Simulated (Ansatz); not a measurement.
AlClH$_{4}$O

Input file:

```
crystal:
  periodic: [false, false, false]
  atoms:
    - { symbol: Al, position_ang: [-0.073646, -0.246163, 0.016605] }
    - { symbol: O, position_ang: [-0.073676, -0.260397, 1.776765] }
    - { symbol: H, position_ang: [-0.928701, -0.409793, 2.208806] }
    - { symbol: H, position_ang: [1.353554, -0.170123, -0.657457] }
    - { symbol: H, position_ang: [-1.46928, -0.400309, -0.728019] }
    - { symbol: Cl, position_ang: [0.144109, 2.967853, 1.185464] }
    - { symbol: H, position_ang: [0.31124, 1.898833, 1.974435] }
basis:
  gaussian: { orbitals: "6-31G*" }
hamiltonian:
  xc: r2scan
  dispersion: d4
relax:
  f_tol: 0.03
  max_steps: 50
output:
  orbitals: {}
```

Run with:

```sh
ansatz run input.yaml --threads 1 --pin off --max-ram 2048MiB --backend cpu --events-out ev --progress --plain --runs-dir out
```

The fields are those of the run's last geometry, not of the input's.

The calculation used Ansatz 0.2.0, RKS r2SCAN-D4/6-31G*.

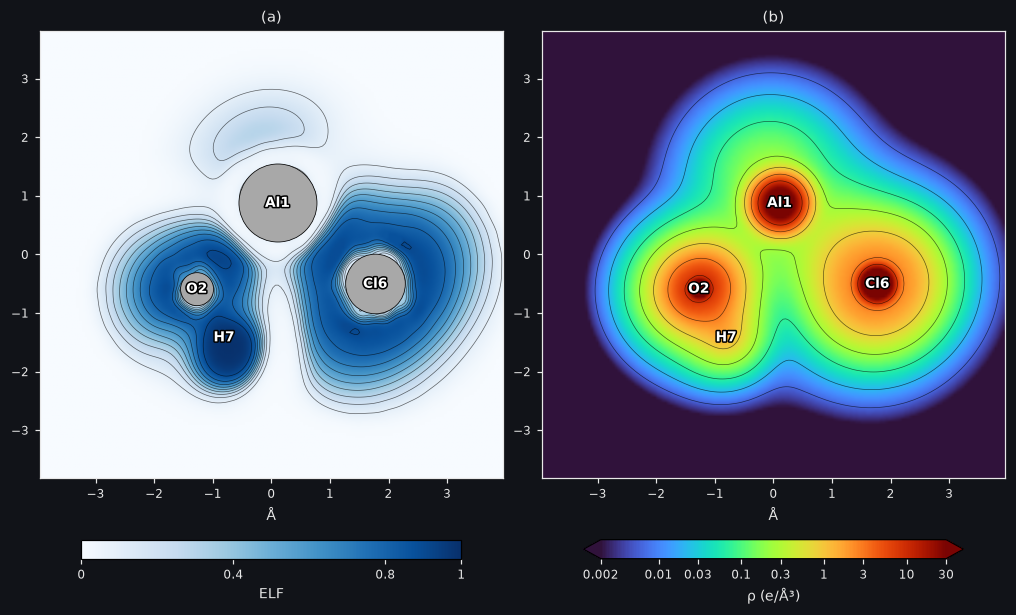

Figure 1. (a) electron localisation function; (b) electron density on the plane of atoms O2, Al1 and Cl6. Grey discs cover the atomic cores in the ELF map.

**Read the bonding off the picture.**

- Atoms in the plane: Al, O, Cl and H.
- Al–O (2.02 Å): ρ is about 0.4 e/Å³ halfway; the ELF peaks at about 0.90 in the valence shell of O, 0.7 Å from its nucleus, and is about 0.45 at the midpoint.
- Al–Cl (2.16 Å): ρ at the midpoint is about 0.65 e/Å³; the ELF peaks at about 0.90 in the valence shell of Cl, 0.9 Å from its nucleus, and is about 0.80 at the midpoint.
- O–H (0.98 Å): the density is about 3.6 e/Å³ at the midpoint; the ELF climbs to about 1 towards the hydrogen, as it does in any bond to H: a covalent bond by its length.
- The ELF also peaks beside Cl6, away from the bonds: lone-pair regions.

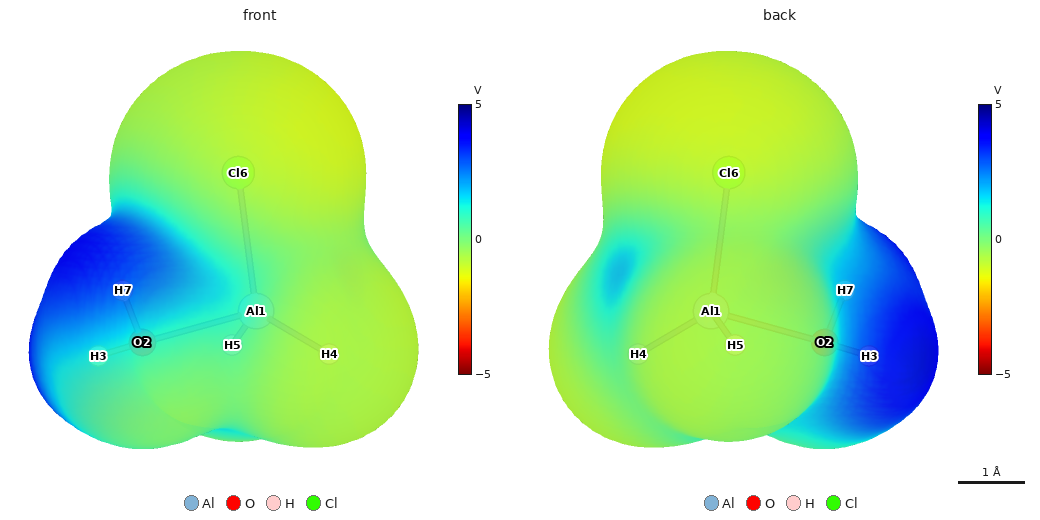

Figure 2. The molecular electrostatic potential painted on the density surface at 0.002 e/bohr³, seen from the front and from behind; red is negative and blue positive.

**Which sites attract a positive test charge, and which a negative one?**

A positive charge is drawn to the negative regions and a negative charge to the positive ones. The most negative region (about −1.2 V) lies over Cl6, the most positive (about +4.1 V) over H3.

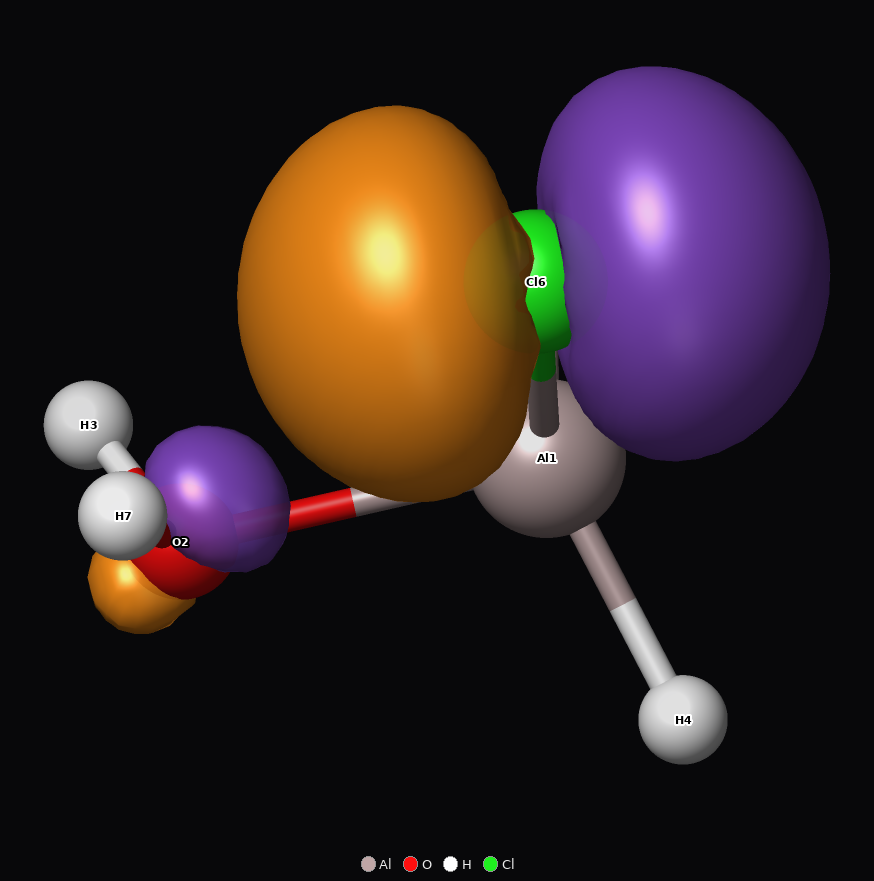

Figure 3. The HOMO−1 at ±0.15 Å⁻³ᐟ² (orange and purple are the two phases), seen from one side.

**What is the character of this orbital?**

It lies mainly on Cl6 (about 85 %); largely a lone pair of Cl6. Its energy is −7.62 eV.

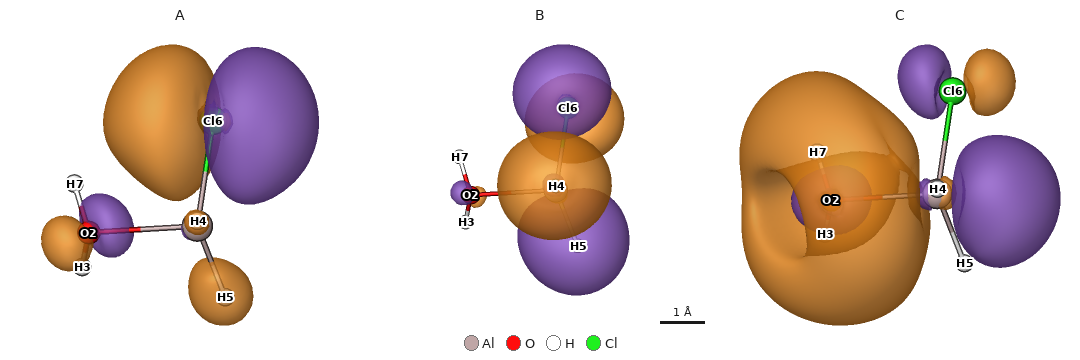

Figure 4. Three frontier orbitals at ±0.08 Å⁻³ᐟ² (orange and purple are the two phases), in no order.

**Order the three orbitals by energy and name them.**

A is the HOMO−1 (−7.62 eV). By Hirshfeld shares it lies mainly on Cl6 (about 85 %); largely a lone pair of Cl6. B is the HOMO (−6.82 eV). Its weight (Hirshfeld) is mainly on Cl6 (about 35 %), H4 (about 25 %), Al1 (about 20 %) and H5 (about 20 %). C is the LUMO (−0.67 eV). Its weight (Hirshfeld) is mainly on Al1 (about 30 %), H3 (about 20 %), O2 (about 20 %) and H7 (about 15 %).

**What is the HOMO–LUMO gap?**

6.15 eV between the orbital energies.
